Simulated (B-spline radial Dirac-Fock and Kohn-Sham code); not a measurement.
**An X-ray data sheet for Tc⁶⁺, step by step**

Wanted for Tc⁶⁺: the binding energy of each subshell, the widths and yields of its core holes and its two-hole states.

The numbers are computed with B-spline radial Dirac-Fock and Kohn-Sham code (version 3): a free atom or ion on a radial basis; each step names its model.

## Step 1: The atom as given

Tc⁶⁺, [Kr] 4d1, inside a Watson sphere of charge -6 and radius 1.6 Å (a model of the Madelung potential; inside it an electron's potential energy is raised by 54.0 eV).

```
nuclear charge     : 43
electrons          : 37
mass number        : 97
nuclear rms radius : 4.4112 fm
```

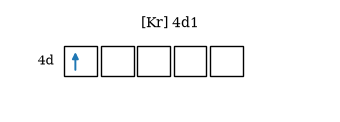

The shells outside the core; arrows follow Hund's rule for the drawing alone (heavy ions are jj-coupled), while the calculation averages over the configuration.

## Step 2: Hole states by ΔSCF

Model: Dirac-Fock average of configuration, Delta-SCF, finite nucleus, first-order Breit with its frequency dependence, self-energy and vacuum polarisation.

Recorded inputs:

```ini
task = binding
Z = 43
charge = 6
configuration = 1s2 2s2 2p6 3s2 3p6 3d10 4s2 4p6 4d1
mass_number = 97
rms_radius = 4.4112  # fm
watson_charge = -6  # e
watson_radius = 1.6  # A
```

## Step 3: Decay of the holes

Model: independent-particle rates: relativistic LDA orbitals of the hole state, multipoles to L = 3 (length form), Coulomb Auger matrix elements with a Latter-tail continuum; energies from Dirac-Fock.

Recorded inputs:

```ini
task = decay
holes = ["K", "L1", "L2", "L3", "M1", "M2", "M3", "M4", "M5", "N1", "N2", "N3"]
```

## Step 4: Two holes

Model: Dirac-Fock average of configuration, Delta-SCF, finite nucleus, first-order Breit with its frequency dependence, self-energy and vacuum polarisation; two-hole levels by intermediate coupling within the shell, Auger rates as independent-particle Coulomb matrix elements.

The run's settings:

```ini
task = double
```

Q: Predict the outcome of this session. Wanted: deepest level listed, K; least bound, N4,5; Kα1; K hole: width, yield; largest U, K K; Kα hypersatellite shift; strongest line of K-L123.

The runs gave:

| quantity | value |
| --- | --- |
| deepest level listed, K (1s) | 21094.0 eV |
| least bound, N4,5 (4d) | 33.69 eV |
| Kα1 | 18364.7 eV |
| K hole: width, yield | 4.81 eV, 0.779 |
| its lifetime | 0.137 fs |
| its strongest line | Kα1 (K-L3), 18364.7 eV |
| largest U, K K | 671.3 eV |
| Kα hypersatellite shift | +487.6 eV |
| strongest line of K-L123 | L2L3, J = 2, 15384.9 eV |

What this shows: For K (1s), relaxation takes off 54.4 eV, Breit terms shift it by -39.18 and QED by -19.55 eV. With a yield of 0.78, X-ray emission is the main way out for the K hole, in 0.14 fs. Coster-Kronig decay rules L1, M1, M2 and M3, where this model's widths can be far from the measured ones. U runs from 42.15 eV (M2 M3) to 671.3 eV (K K). An empty K shell moves Kα up by 488 eV. In the K-L123 Auger group the L2L3 J = 2 line carries 45 % of the rate. The Hartree-Fock and Dirac-Fock values hold no electron correlation.
